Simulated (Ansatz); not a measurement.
**Gallium, bcc: r²SCAN0 after r²SCAN**

How do the levels change when part of the exchange is made exact, and what does it cost? Spin polarisation is left out. The geometry was relaxed under r²SCAN beforehand and is kept. Exact exchange is dear, so the k-mesh is coarse, and r²SCAN is run on the same mesh for comparison.

Computed with Ansatz 0.2.0 (DFT, plane waves (500 eV) with PBE-made PAW files, scalar-relativistic; functionals as named at each step, unless a step says otherwise).

**1. The structure to begin with**

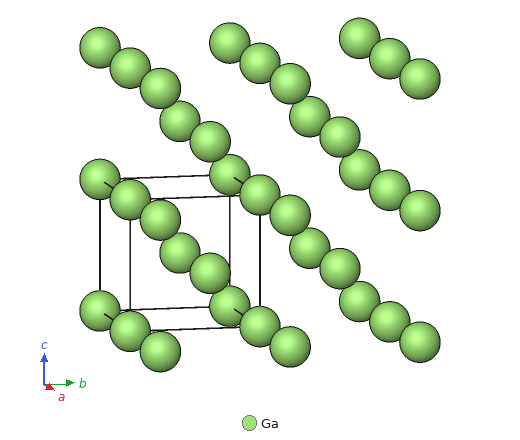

Start, viewed slightly off an axis; gallium green. 2×2×2 conventional cells are drawn; the run uses a primitive one. Any atoms on the faces are drawn again on the opposite ones.

Coordinates:

```
CELL_PARAMETERS angstrom
-1.65708 1.65708 1.65708
1.65708 -1.65708 1.65708
1.65708 1.65708 -1.65708
ATOMIC_POSITIONS crystal
Ga 0.00000 0.00000 0.00000
```

**2. r²SCAN, coarse mesh**

The run with r²SCAN.

Input file input.yaml:

```yaml
crystal:
  lattice:
    - [-1.6570776228, 1.6570776228, 1.6570776228]
    - [1.6570776228, -1.6570776228, 1.6570776228]
    - [1.6570776228, 1.6570776228, -1.6570776228]
  atoms:
    - { symbol: Ga, position: [0.0, 0.0, 0.0] }
hamiltonian:
  xc: r2scan
  pseudopotentials:
    kind: paw
    azcp:
      Ga: "pseudopotentials/Ga.paw.azcp"
basis:
  ecutwfc: 500
  fft_grid_basis: typed
kpoints:
  mp_grid: { grid: [7, 7, 7], shift: [0, 0, 0] }
magnetization:
  spin_polarized: false
scf:
  occupations: { method: fermi_dirac, width: 0.1 }
output:
  write_density: true
  write_potential: true
  elf: true
  volumetric_format: npy
```

On the command line:

```bash
$ ansatz run input.yaml --threads 4 --pin off --max-ram 8192MiB --backend cpu --events-out ev --progress --plain --runs-dir out
```

Standard output, cut to the lines that bear on the results:

```text
Warning: RAYON_NUM_THREADS=4 ignored (pool sized by the plan → 4); use --threads N
[...]
Pseudopotentials: kind: paw
Pseudopotential: Ga, paw, valence charge 13, recommended cutoff 500 eV (meta_gga), <dir>
Functional definition: r2SCAN
[...]
Crystal: 1 atoms, lattice volume = 18.201 Å³
Basis set: ecut = 500 eV, 459 PW (Γ), exchange–correlation on 96×96×96 points (64 copies of the dense FFT grid, shifted against one another)
Bands: 11, of which v1, the nominal top of the filled ones, is band 7 counted from 1 (6 counted from 0)
Symmetry: 48 space group operations
Space group: Im-3m (ITA 229), of the structure as read, at distance tolerance 2.6e-5 Å
k-points: 20 of 343
[...]
SCF iter   1: F=—  HF=-3790.072929 eV  |F-HF|=—  |Δ(HF+E_count)|=         —  Δρ=1.13e-2  dr2=8.20e-3  dr2_τ=4.42e-4  ethr=1.77e-3  ⟨swp⟩=5.0  Hψ=1282  notcnv=0
[...]
SCF iter   6: F=-3790.075027 eV  HF=-3790.075027 eV  |F-HF|=1.28e-8  |Δ(HF+E_count)|=   4.47e-7  Δρ=5.64e-6  dr2=4.76e-9  dr2_τ=4.17e-11  ethr=7.69e-10  ⟨swp⟩=5.0  Hψ=871  notcnv=0
[...]
SCF converged after 6 iterations
Free energy (F): -3790.075027 eV
[...]
E sigma→0 (E₀):  -3790.064843 eV
Entropy (-TS):   -0.020368 eV (-20.368 meV/atom)
Fermi energy:    10.184759 eV
[...]
--- Band table (eV; the first three rows and the last of 20) ---
  k-point 0: bands = ["-5.3945", "-5.3945", "-5.3945", "-5.1810", "-5.1810", "-1.8152", "23.9211", "23.9211", "23.9211", "28.1950", "28.1950"]
[...]
```

Wall time 0.41 s (4 threads of Intel Xeon Platinum 8375C at 2.90GHz (Ice Lake), shared host); peak memory 0.36 GiB.

The maps below are laid out on this run's own conventional cell (a, b, c = 3.314, 3.314, 3.314 Å).

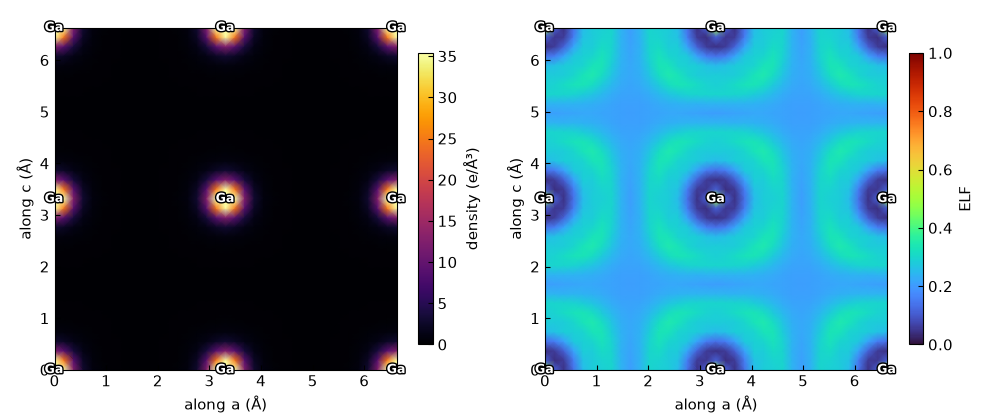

Density (left) and ELF (right) in a lattice plane of the grid's cell (edges 3.31 and 3.31 Å, at 0.000 of the third edge), which holds Ga. Only atoms in the plane are labelled; the density scale stops at 35.39 e/Å³. Both are smooth fields of the valence electrons: close to the nuclei they are not physical.

**3. r²SCAN0, coarse mesh**

The run with r²SCAN0.

Changes to input.yaml since step 2:

```diff
@@ -8,3 +8,3 @@
 hamiltonian:
-  xc: r2scan
+  xc: r2scan0
   pseudopotentials:
```

On the command line:

```bash
$ ansatz run input.yaml --threads 4 --pin off --max-ram 8192MiB --backend cpu --events-out ev --progress --plain --runs-dir out
```

Standard output, cut to the lines that bear on the results:

```text
Warning: RAYON_NUM_THREADS=4 ignored (pool sized by the plan → 4); use --threads N
[...]
[... 2 set-up lines as earlier in the session ...]
Functional definition: r2SCAN0
[...]
Crystal: 1 atoms, lattice volume = 18.201 Å³
Basis set: ecut = 500 eV, 459 PW (Γ), exchange–correlation on 96×96×96 points (64 copies of the dense FFT grid, shifted against one another)
Bands: 11, of which v1, the nominal top of the filled ones, is band 7 counted from 1 (6 counted from 0)
[... 2 set-up lines as earlier in the session ...]
k-points: 20 of 343
[...]
SCF iter   1: F=—  HF=-3790.074699 eV  |F-HF|=—  |Δ(HF+E_count)|=         —  Δρ=1.21e-2  dr2=9.64e-3  dr2_τ=4.37e-4  ethr=1.77e-3  ⟨swp⟩=9.3  Hψ=1017  notcnv=0
[...]
Frozen-core exchange: fock
[...]
hybrid SCF converged: 2 outer / 7 inner (+9 warm-up), last move |dexx| = 1.18e-6 eV, tail = 2.32e-7 eV
Stability not checked: this state was not tested for a lower state beside it, because the functional holds exact exchange (a hybrid, or Hartree-Fock), whose exchange loop this test does not read (fock_operator; see scf.lower_state_search)
Free energy (F): -3788.865735 eV
Frozen-core exchange: fock
[...]
E sigma→0 (E₀):  -3788.859291 eV
Entropy (-TS):   -0.012887 eV (-12.887 meV/atom)
Fermi energy:    10.302276 eV
[...]
--- Band table (eV; the first three rows and the last of 20) ---
  k-point 0: bands = ["-8.6321", "-8.6321", "-8.6321", "-8.4265", "-8.4265", "-3.5760", "25.3698", "25.3698", "25.3698"]
[...]
  guard bands above this table: 2 of the run's 11 bands. The solve was not asked for them (output.publish_guard_bands: true or output.eigenvalues: true publishes all)
```

Run time: 8.7 s. Hardware: 4 threads of Intel Xeon Platinum 8375C at 2.90GHz (Ice Lake), shared host; peak memory 1 GiB.

**4. The functionals compared**

```
functional               gap on the mesh  Fermi energy (eV)  SCF cycles  exchange loops  CPU time
    r²SCAN  none (levels filled in part)             10.185           6               -    0.98 s
   r²SCAN0  none (levels filled in part)             10.302          16               2      28 s
```

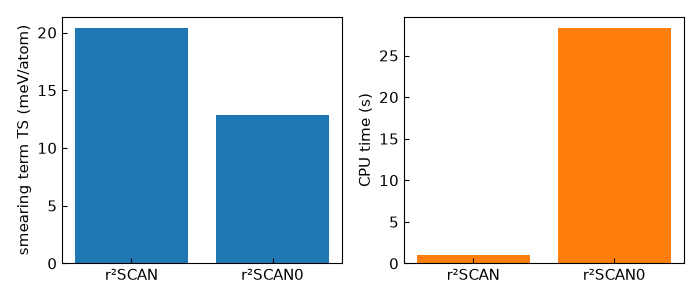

Smearing term and CPU time by functional.

**5. Outcome**

| quantity | value |
| --- | --- |
| r²SCAN: gap | none (levels filled in part) |
| r²SCAN0: gap | none (levels filled in part) |
| r²SCAN0: SCF cycles, exchange loops | 16, 2 |
| r²SCAN0: CPU time over that of r²SCAN | 29 |
| r²SCAN0: relative to alpha-Ga (Cmce) | +205 meV/atom |

**Reading.** Neither r²SCAN nor r²SCAN0 shows a clean gap on this mesh. r²SCAN0 cost 29 times the CPU time of r²SCAN. The exchange operator of r²SCAN0 was renewed in 2 outer loops. To compare with dense-mesh energies, the change of r²SCAN from this mesh and smearing to its dense run (-31.4 meV/atom, from a run not shown) is added. Under r²SCAN0 it lies 205 meV/atom above alpha-Ga (Cmce) (computed apart in the same way); on such meshes a few tens of meV are uncertain for metals. The total energies in the logs cannot be compared from one functional to another.
